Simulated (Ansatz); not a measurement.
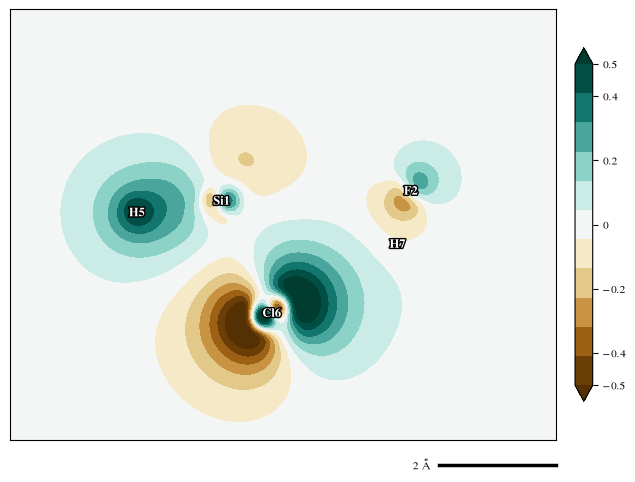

Figure. ClH$_{3}$Si···HF. The HOMO−1 on the plane of atoms H5, Si1 and Cl6 (values in Å⁻³ᐟ²; the overall sign is arbitrary).

The calculation used RKS B3LYP/6-31G* (Ansatz).

| atom | x (Å) | y (Å) | z (Å) |
| --- | --- | --- | --- |
| Si | -0.4273 | -0.2248 | -0.4695 |
| F | 0.0681 | 0.8512 | 2.5359 |
| H | 0.7682 | -0.8898 | 0.0885 |
| H | -0.2733 | 1.2434 | -0.5324 |
| H | -0.7554 | -0.7738 | -1.8064 |
| Cl | -2.0678 | -0.6624 | 0.7682 |
| H | -0.7837 | 0.4562 | 2.5123 |

> Where does this orbital lie, and at what energy?

It lies mainly on Cl6 (about 65 %), Si1 (about 15 %) and H5 (about 10 %). Its energy is −9.01 eV.
